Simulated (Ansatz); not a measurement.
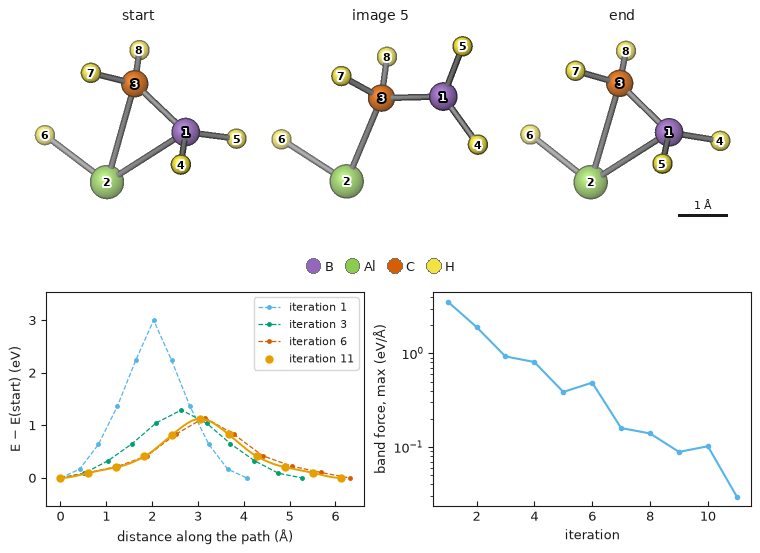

A search for the minimum-energy path of CH₅AlB (charge −1) by the nudged elastic band. Images are numbered from 0 (start) to 10 (end). The plot follows the band through its iterations. The picture is a ball-and-stick view, seen at a tilt.

The calculation used RKS PBE/def2-SVP in Ansatz 0.2.0.

The input:
```yaml
crystal:
  periodic: [false, false, false]
  atoms:
    - { symbol: B, position_ang: [-0.746116, 0.037486, -0.835212] }
    - { symbol: Al, position_ang: [0.458856, 1.500086, 0.618781] }
    - { symbol: C, position_ang: [0.125924, -0.751697, 0.088819] }
    - { symbol: H, position_ang: [-1.919564, 0.297227, -0.554665] }
    - { symbol: H, position_ang: [-0.353827, 0.394141, -1.949639] }
    - { symbol: H, position_ang: [1.505398, 0.793441, 1.747469] }
    - { symbol: H, position_ang: [-0.218986, -1.177868, 1.051286] }
    - { symbol: H, position_ang: [1.148304, -1.092817, -0.166839] }
total_charge: -1
basis:
  gaussian: { orbitals: def2-SVP }
hamiltonian:
  xc: pbe
neb:
  order_check: false
  images: 9
  f_tol: 0.03
  max_iterations: 60
  initial_path: idpp
  final_atoms:
    - { symbol: B, position_ang: [-0.745551, 0.03749572, -0.83507927] }
    - { symbol: Al, position_ang: [0.45591049, 1.49908283, 0.6198722] }
    - { symbol: C, position_ang: [0.12582886, -0.75243188, 0.08853884] }
    - { symbol: H, position_ang: [-0.35193903, 0.39651975, -1.94837834] }
    - { symbol: H, position_ang: [-1.91939197, 0.29634337, -0.55539615] }
    - { symbol: H, position_ang: [1.50612274, 0.7945686, 1.74585928] }
    - { symbol: H, position_ang: [-0.21977572, -1.17891114, 1.0507507] }
    - { symbol: H, position_ang: [1.14878463, -1.09266825, -0.16616726] }
```

Command:
```bash
ansatz run input.yaml --threads 1 --pin off --max-ram 2048MiB --backend cpu --events-out ev --progress --plain --runs-dir out
```

> How did the profile develop, and is the result final?

The run is converged, with reservations. The band converged in 11 iterations. The largest component of the band force went from 3.6 to 0.03 eV/Å. The climbing image converged on the top of the path. Its vibrational analysis gives 2 imaginary modes over 30i cm⁻¹, so it isn't confirmed as a transition state. The first iteration put the highest image at 3.00 eV. The barrier is about 1.12 eV in both directions, with image 5 at the top; the ends have the same energy.

Limits of the set-up: the basis has no diffuse functions, which an anion needs.

The run took 3.1 min on 1 thread of Arm Neoverse V1 (shared host), peak memory 0.13 GiB.
